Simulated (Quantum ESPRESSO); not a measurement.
# Tl3Si (Pm-3m): zone-centre phonons, part 2 of 2

Aim: the zone-centre modes of Tl3Si (Pm-3m).

Quantum ESPRESSO 7.5; DFT LDA, scalar-relativistic, plane waves, PseudoDojo norm-conserving pseudopotentials.

So far. Step 3 (Relaxation): Little changed from the start: no atom moved by 0.005 Å and no cell edge by 0.1 %. Step 4 (Ground state): The cell stands at -0.026 GPa, close enough for phonons. The relaxed cell has a = 4.607 Å (conventional setting).

The structure was built from a prototype and need not be the compound's stable phase.

### 5. Zone-centre response

At q = 0 one unit cell holds all displacements; symmetry groups them into irreducible representations that are solved one by one. With smeared occupations no response to a homogeneous field can be asked.

The input, ph.in:

```
phonons
 &inputph
    prefix='x',
    outdir='./tmp',
    fildyn='g.dyn',
    tr2_ph=1.0d-18,
    alpha_mix(1)=0.4,
    nmix_ph=8,
 /
0.000000000000 0.000000000000 0.000000000000
```

Launch:

```sh
$ OMP_NUM_THREADS=1 mpirun -n 4 ph.x -nk 4 -in ph.in > ph.out
```

The program printed:

```text
[banners, grids, parts of the stress and lines that vanish by symmetry left out]
[banner, memory and clock lines left out]
Program PHONON v.7.5

     ./tmp/x.save/

     IMPORTANT: XC functional enforced from input :
     Exchange-correlation= PW
                           (   1   4   0   0   0   0   0)
     Any further DFT definition will be discarded
     Please, verify this is what you really want

     G-vector sticks info

     Reading collected, re-writing distributed wavefunctions in ./tmp/

     Number and degeneracy of irreps per q-point
       N         xq(1)         xq(2)         xq(3)   N irreps
       1   0.000000000   0.000000000   0.000000000       4
        3   3   3   3

     Calculation of q =    0.0000000   0.0000000   0.0000000

     phonons

     bravais-lattice index     =            1
     lattice parameter (alat)  =       8.7066  a.u.
     unit-cell volume          =     660.0073 (a.u.)^3
     number of atoms/cell      =            4
     number of atomic types    =            2
     kinetic-energy cut-off    =      62.0000  Ry
     charge density cut-off    =     248.0000  Ry
     convergence threshold     =      1.0E-18
     beta                      =       0.4000
     number of iterations used =            8
     Exchange-correlation= PW
                           (   1   4   0   0   0   0   0)

     celldm(1)=    8.70662  celldm(2)=    0.00000  celldm(3)=    0.00000
     celldm(4)=    0.00000  celldm(5)=    0.00000  celldm(6)=    0.00000

     crystal axes: (cart. coord. in units of alat)
               a(1) = (  1.0000  0.0000  0.0000 )
               a(2) = (  0.0000  1.0000  0.0000 )
               a(3) = (  0.0000  0.0000  1.0000 )

     reciprocal axes: (cart. coord. in units 2 pi/alat)
               b(1) = (  1.0000  0.0000  0.0000 )
               b(2) = (  0.0000  1.0000  0.0000 )
               b(3) = (  0.0000  0.0000  1.0000 )

     Atoms inside the unit cell:

     Cartesian axes

     site n.  atom      mass           positions (alat units)
        1  Si     28.0850   tau(    1) = (    0.00000    0.00000    0.00000  )
        2  Tl    204.3800   tau(    2) = (    0.00000    0.50000    0.50000  )
        3  Tl    204.3800   tau(    3) = (    0.50000    0.00000    0.50000  )
        4  Tl    204.3800   tau(    4) = (    0.50000    0.50000    0.00000  )

     Computing dynamical matrix for
                    q = (   0.0000000   0.0000000   0.0000000 )

     49 Sym.Ops. (with q -> -q+G )

     G cutoff =  476.2019  (  43507 G-vectors)     FFT grid: ( 45, 45, 45)

     number of k points=    35  Marzari-Vanderbilt smearing, width (Ry)=  0.0200
                       cart. coord. in units 2pi/alat
        k(    1) = (   0.0000000   0.0000000   0.0000000), wk =   0.0039062
        k(    2) = (   0.0000000   0.0000000   0.1250000), wk =   0.0234375
        k(    3) = (   0.0000000   0.0000000   0.2500000), wk =   0.0234375
        [... further k-points left out ...]

     PseudoPot. # 1 for Si read from file:
     ./pseudo/Si.upf
     Pseudo is Norm-conserving + core correction, Zval =  4.0
     Using radial grid of 1510 points,  6 beta functions with:
                l(1) =   0
                l(2) =   0
                l(3) =   1
                l(4) =   1
                l(5) =   2
                l(6) =   2

     PseudoPot. # 2 for Tl read from file:
     ./pseudo/Tl.upf
     Pseudo is Norm-conserving + core correction, Zval = 13.0
     Using radial grid of 1936 points,  6 beta functions with:
                l(1) =   0
                l(2) =   0
                l(3) =   1
                l(4) =   1
                l(5) =   2
                l(6) =   2

     Mode symmetry, O_h (m-3m)  point group:

     Atomic displacements:
     There are    4 irreducible representations

     Representation     1      3 modes -  To be done

     Representation     2      3 modes -  To be done

     Representation     3      3 modes -  To be done

     Representation     4      3 modes -  To be done

     Alpha used in Ewald sum =   2.3000

     Representation #   1 modes #   1   2   3

     Self-consistent Calculation
      iter #   1   av.it.:   9.4
      thresh= 1.000E-02 alpha_mix =  0.400 |ddv_scf|^2 =  3.876E-06
      iter #   2   av.it.:  16.0
      thresh= 1.969E-04 alpha_mix =  0.400 |ddv_scf|^2 =  5.012E-07
      iter #   3   av.it.:  15.6
      thresh= 7.080E-05 alpha_mix =  0.400 |ddv_scf|^2 =  1.253E-09
      iter #   4   av.it.:  15.7
      thresh= 3.540E-06 alpha_mix =  0.400 |ddv_scf|^2 =  1.761E-10
      iter #   5   av.it.:  15.6
      thresh= 1.327E-06 alpha_mix =  0.400 |ddv_scf|^2 =  1.008E-11
      iter #   6   av.it.:  15.5
      thresh= 3.175E-07 alpha_mix =  0.400 |ddv_scf|^2 =  8.097E-13
      iter #   7   av.it.:  15.8
      thresh= 8.999E-08 alpha_mix =  0.400 |ddv_scf|^2 =  3.848E-15
      iter #   8   av.it.:  15.4
      thresh= 6.203E-09 alpha_mix =  0.400 |ddv_scf|^2 =  8.032E-16
      iter #   9   av.it.:  16.3
      thresh= 2.834E-09 alpha_mix =  0.400 |ddv_scf|^2 =  1.091E-17
      iter #  10   av.it.:  16.4
      thresh= 3.304E-10 alpha_mix =  0.400 |ddv_scf|^2 =  2.602E-20

     End of self-consistent calculation

     Convergence has been achieved

     Representation #   2 modes #   4   5   6

     Self-consistent Calculation
      iter #   1   av.it.:   9.0
      thresh= 1.000E-02 alpha_mix =  0.400 |ddv_scf|^2 =  1.415E-06
      iter #   2   av.it.:  15.9
      thresh= 1.190E-04 alpha_mix =  0.400 |ddv_scf|^2 =  1.329E-07
      iter #   3   av.it.:  15.7
      thresh= 3.646E-05 alpha_mix =  0.400 |ddv_scf|^2 =  1.915E-09
      iter #   4   av.it.:  15.5
      thresh= 4.376E-06 alpha_mix =  0.400 |ddv_scf|^2 =  2.518E-10
[...]
End of self-consistent calculation

     Convergence has been achieved

     Representation #   3 modes #   7   8   9

     Self-consistent Calculation
[...]
End of self-consistent calculation

     Convergence has been achieved

     Representation #   4 modes #  10  11  12

     Self-consistent Calculation
[...]
iter #   2   av.it.:  16.2
      thresh= 9.126E-05 alpha_mix =  0.400 |ddv_scf|^2 =  2.512E-09
      iter #   3   av.it.:  15.1
      thresh= 5.012E-06 alpha_mix =  0.400 |ddv_scf|^2 =  7.215E-10
      iter #   4   av.it.:  16.1
      thresh= 2.686E-06 alpha_mix =  0.400 |ddv_scf|^2 =  9.081E-12
      iter #   5   av.it.:  16.2
      thresh= 3.013E-07 alpha_mix =  0.400 |ddv_scf|^2 =  2.795E-14
      iter #   6   av.it.:  15.6
      thresh= 1.672E-08 alpha_mix =  0.400 |ddv_scf|^2 =  4.722E-15
      iter #   7   av.it.:  16.3
      thresh= 6.872E-09 alpha_mix =  0.400 |ddv_scf|^2 =  3.522E-17
      iter #   8   av.it.:  16.6
      thresh= 5.935E-10 alpha_mix =  0.400 |ddv_scf|^2 =  4.246E-19

     End of self-consistent calculation

     Convergence has been achieved

     Number of q in the star =    1
     List of q in the star:
          1   0.000000000   0.000000000   0.000000000

     Diagonalizing the dynamical matrix

     q = (    0.000000000   0.000000000   0.000000000 )

 **************************************************************************
     freq (    1) =      -0.010126 [THz] =      -0.337775 [cm-1]
     freq (    2) =      -0.010126 [THz] =      -0.337775 [cm-1]
     freq (    3) =      -0.010126 [THz] =      -0.337775 [cm-1]
     freq (    4) =       1.143160 [THz] =      38.131703 [cm-1]
     freq (    5) =       1.143160 [THz] =      38.131703 [cm-1]
     freq (    6) =       1.143160 [THz] =      38.131703 [cm-1]
     freq (    7) =       1.427062 [THz] =      47.601666 [cm-1]
     freq (    8) =       1.427062 [THz] =      47.601666 [cm-1]
     freq (    9) =       1.427062 [THz] =      47.601666 [cm-1]
     freq (   10) =       2.852835 [THz] =      95.160339 [cm-1]
     freq (   11) =       2.852835 [THz] =      95.160339 [cm-1]
     freq (   12) =       2.852835 [THz] =      95.160339 [cm-1]
 **************************************************************************

     Mode symmetry, O_h (m-3m)  point group:

     freq (   1-   3) =         -0.3  [cm-1]   --> T_1u G_15  G_4- I
     freq (   4-   6) =         38.1  [cm-1]   --> T_2u G_25  G_5-
     freq (   7-   9) =         47.6  [cm-1]   --> T_1u G_15  G_4- I
     freq (  10-  12) =         95.2  [cm-1]   --> T_1u G_15  G_4- I
```

It took 12 min on 4 MPI ranks of Arm Neoverse V2, shared host; 49 min of CPU time.

Read from the output:

* largest acoustic frequency at the zone centre before the sum rule: -0.34 cm⁻¹
* highest optical zone-centre mode (no LO-TO term): 95.16 cm⁻¹
* lowest optical zone-centre mode: 38.13 cm⁻¹

The acoustic modes at Γ come out as far as 0.3 cm⁻¹ from zero, where they should vanish, a small numerical error.

### 6. Zone-centre analysis

A rigid shift of the crystal must cost nothing, but grids and finite bases break this; the acoustic sum rule is imposed before the matrix is diagonalised again.

The input, dynmat.in:

```
 &input
    fildyn='g.dyn',
    asr='simple',
    fileig='dynmat.eig',
 /
```

Launch:

```sh
$ dynmat.x -in dynmat.in > dynmat.out
```

The program printed:

```text
[banner, memory and clock lines left out]
Program DYNMAT v.7.5

     Reading Dynamical Matrix from file g.dyn
     ...Force constants read
     ...epsilon and Z* not read (not found on file)
     A direction for q was not specified:TO-LO splitting will be absent

     Polarizability (A^3 units)
     multiply by 1.000000 for Clausius-Mossotti correction
         0.000000    0.000000    0.000000
         0.000000    0.000000    0.000000
         0.000000    0.000000    0.000000

     IR activities are in (D/A)^2/amu units

# mode   [cm-1]    [THz]      IR
    1     -0.00   -0.0000    0.0000
    2      0.00    0.0000    0.0000
    3      0.00    0.0000    0.0000
    4     38.14    1.1433    0.0000
    5     38.14    1.1433    0.0000
    6     38.14    1.1433    0.0000
    7     47.57    1.4260    0.0000
    8     47.57    1.4260    0.0000
    9     47.57    1.4260    0.0000
   10     95.16    2.8528    0.0000
   11     95.16    2.8528    0.0000
   12     95.16    2.8528    0.0000

[end of the log left out, with the tail of the file of modes that dynmat.x writes under the same name]
```

Wall time 0.48 s (1 thread).

Numbers from this step:

```yaml
lowest_optical_zone_centre_mode: 38.14 cm⁻¹
```

Unit eigenvectors of the mass-weighted matrix after the sum rule; no LO-TO term. Modes at Γ, with each element's share of the kinetic energy:

```
mode  frequency (cm⁻¹)  symmetry  Si %  Tl %
   1               0.0  acoustic     4    96
   2               0.0  acoustic     4    96
   3               0.0  acoustic     4    96
   4              38.1       T2u     0   100
   5              38.1       T2u     0   100
   6              38.1       T2u     0   100
   7              47.6       T1u    79    21
   8              47.6       T1u    79    21
   9              47.6       T1u    79    21
  10              95.2       T1u    17    83
  11              95.2       T1u    17    83
  12              95.2       T1u    17    83
```

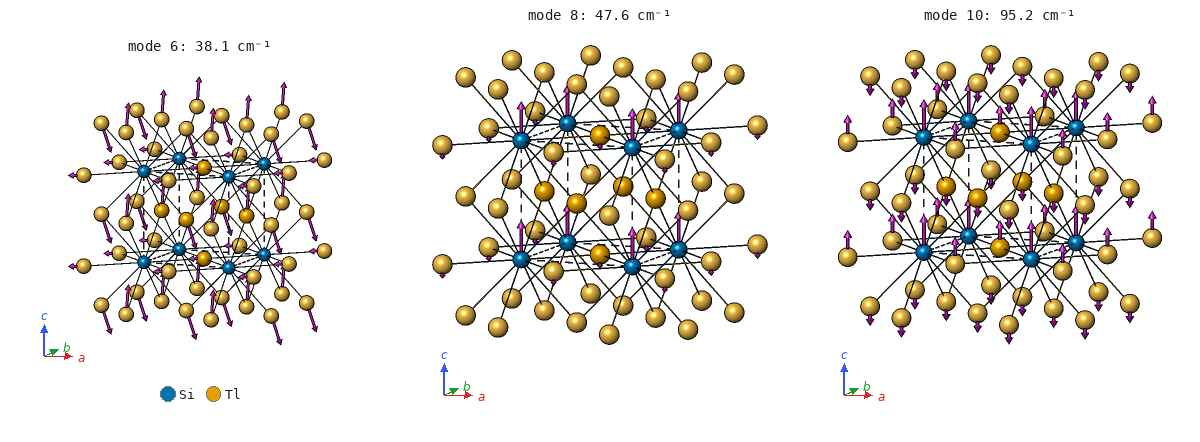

Displacement patterns of modes 6, 8 and 10 at Γ; arrows are exaggerated. Some periodic images of atoms are drawn too.

The rule moves no optical mode by more than 0.1 cm⁻¹.

### 7. Sum rules set otherwise (asr crystal)

The rule can be imposed in more than one way; the choices should agree where the raw error is small.

The input, dynmat.in:

```
 &input
    fildyn='g.dyn',
    asr='crystal',
    fileig='dynmat.eig',
 /
```

Launch:

```sh
$ dynmat.x -in dynmat.in > dynmat.out
```

The program printed:

```text
[banner, memory and clock lines left out]
Program DYNMAT v.7.5

     Reading Dynamical Matrix from file g.dyn
     ...Force constants read
     ...epsilon and Z* not read (not found on file)
     Acoustic Sum Rule: || Z*(ASR) - Z*(orig)|| =    0.000000E+00
     Acoustic Sum Rule: ||dyn(ASR) - dyn(orig)||=    1.557677E-05
     A direction for q was not specified:TO-LO splitting will be absent

     Polarizability (A^3 units)
     multiply by 1.000000 for Clausius-Mossotti correction
         0.000000    0.000000    0.000000
         0.000000    0.000000    0.000000
         0.000000    0.000000    0.000000

     IR activities are in (D/A)^2/amu units

# mode   [cm-1]    [THz]      IR
    1     -0.00   -0.0000    0.0000
    2      0.00    0.0000    0.0000
    3      0.00    0.0000    0.0000
    4     38.13    1.1432    0.0000
    5     38.13    1.1432    0.0000
    6     38.13    1.1432    0.0000
    7     47.59    1.4266    0.0000
    8     47.59    1.4266    0.0000
    9     47.59    1.4266    0.0000
   10     95.16    2.8528    0.0000
   11     95.16    2.8528    0.0000
   12     95.16    2.8528    0.0000

   )
[end of the log left out, with the tail of the file of modes that dynmat.x writes under the same name]
```

The job ended after 0.47 s (1 thread).

This step gave:

| Quantity | Value |
| --- | --- |
| lowest optical zone-centre mode | 38.13 cm⁻¹ |

Zone-centre frequencies as printed; negative means imaginary. Modes:

```
mode  frequency (cm⁻¹)
   1                 0
   2                 0
   3                 0
   4             38.13
   5             38.13
   6             38.13
   7             47.59
   8             47.59
   9             47.59
  10             95.16
  11             95.16
  12             95.16
```

Against the first rule no mode moves by more than 0.1 cm⁻¹.

### 8. Sum rules set otherwise: a sum rule for molecules or wires on a crystal

This rule also removes rotations, which suits wires and not a crystal; it is tried to see the harm.

The input, dynmat.in:

```
 &input
    fildyn='g.dyn',
    asr='one-dim',
    fileig='dynmat.eig',
 /
```

Launch:

```sh
$ dynmat.x -in dynmat.in > dynmat.out
```

The program printed:

```text
[banner, memory and clock lines left out]
Program DYNMAT v.7.5

     Reading Dynamical Matrix from file g.dyn
     ...Force constants read
     ...epsilon and Z* not read (not found on file)
asr rotation axis in 1D system=    3
     Acoustic Sum Rule: || Z*(ASR) - Z*(orig)|| =    0.000000E+00
     Acoustic Sum Rule: ||dyn(ASR) - dyn(orig)||=    5.447262E-02
     A direction for q was not specified:TO-LO splitting will be absent

     Polarizability (A^3 units)
     multiply by 1.000000 for Clausius-Mossotti correction
         0.000000    0.000000    0.000000
         0.000000    0.000000    0.000000
         0.000000    0.000000    0.000000

     IR activities are in (D/A)^2/amu units

# mode   [cm-1]    [THz]      IR
    1     -0.00   -0.0000    0.0000
    2     -0.00   -0.0000    0.0000
    3      0.00    0.0000    0.0000
    4      0.00    0.0000    0.0000
    5     38.13    1.1432    0.0000
    6     38.13    1.1432    0.0000
    7     47.26    1.4170    0.0000
    8     47.59    1.4266    0.0000
    9     47.59    1.4266    0.0000
   10     95.16    2.8528    0.0000
   11     95.16    2.8528    0.0000
   12    109.66    3.2875    0.0000

[end of the log left out, with the tail of the file of modes that dynmat.x writes under the same name]
```

The job ended after 0.47 s (1 thread).

The program raised no error, yet the settings are not those of a careful run.

The fault: a sum rule for molecules or wires on a crystal; 1 optical mode is projected out to zero frequency, as if it were a rotation.

For a crystal the rule has to be 'simple' or 'crystal'.

Zone-centre frequencies as printed; negative means imaginary. Modes:

```
mode  frequency (cm⁻¹)
   1                 0
   2                 0
   3                 0
   4                 0
   5             38.13
   6             38.13
   7             47.26
   8             47.59
   9             47.59
  10             95.16
  11             95.16
  12             109.7
```

### 9. Outcome

```
space group after relaxation                                           : Pm-3m
volume per atom                                                        : 24.5 Å³
highest optical zone-centre mode (no LO-TO term)                       : 95.2 cm⁻¹
lowest optical zone-centre mode                                        : 38.1 cm⁻¹
imaginary optical modes at the zone centre (no q mesh in this session) : none
```

In words: At the LDA level the optical modes of Tl3Si (Pm-3m) at the zone centre run from 38 to 95 cm⁻¹. Of the 9 optical modes, 3 are silent and 6 are infrared active alone. These are harmonic frequencies at zero temperature: anharmonic shifts and linewidths and thermal expansion are left out. Spin-orbit coupling is left out, which can matter for the heavy elements here. In a metal the frequencies hang on the k mesh and the smearing, most of all near Kohn anomalies. The runs are without spin polarisation, although the cell has an odd electron count or an open d or f shell, so a magnetic state was not tested. The structure is a hypothetical one, built on a prototype.

[Host names and launcher messages were left out of these logs when they were recorded.]

[Logs are printed without paths, hosts, clocks, repeated set-up lines and the standing remarks that a program may print on its own settings, such as how far it seeks lower states.]

[Hosts, paths, dates, database ids (printed as entryN), source tags and the programs' standing remarks are cut or masked in the printed files.]
